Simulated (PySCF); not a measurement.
| atom | x (Å) | y (Å) | z (Å) |
| --- | --- | --- | --- |
| C | 2.9265 | -0.3377 | 0.3266 |
| N | 1.8231 | 0.1201 | -0.1653 |
| C | 0.6102 | -0.2874 | 0.0832 |
| C | -0.5272 | 0.5324 | -0.2976 |
| C | -1.7807 | -0.1237 | -0.8412 |
| C | -1.8005 | 0.4775 | 0.5197 |
| H | 3.8487 | -0.0287 | -0.1342 |
| H | 2.9761 | -0.9725 | 1.2084 |
| H | 0.4091 | -1.2677 | 0.5215 |
| H | -0.2495 | 1.4895 | -0.7192 |
| H | -1.7824 | -1.1996 | -0.9258 |
| H | -2.2984 | 0.3819 | -1.6411 |
| H | -2.3358 | 1.4018 | 0.6717 |
| H | -1.8199 | -0.1863 | 1.3710 |

Geometry: GFN2-xTB.

The calculation used UKS B3LYP, pcH-1 on C H N, non-relativistic, mean-field spin-orbit, GIAO in PySCF 2.14.0, density-fitted response routines.

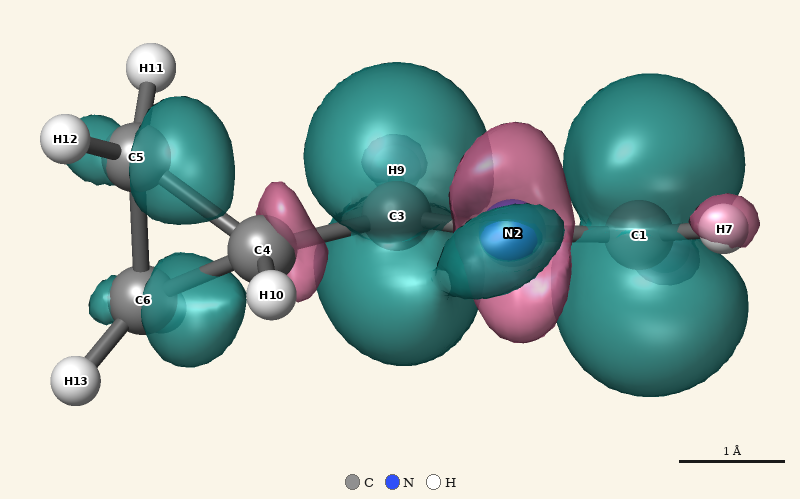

C₅H₈N (doublet). Isosurfaces of the spin density (α minus β) at +0.015 (teal) and −0.015 e/Å³ (pink), seen from one side.

Question: Describe the spin distribution.

Answer: The unpaired spin (1 electron) lies mostly on C1 (about 0.4) and C3 (about 0.4), in electrons by Hirshfeld's partition.
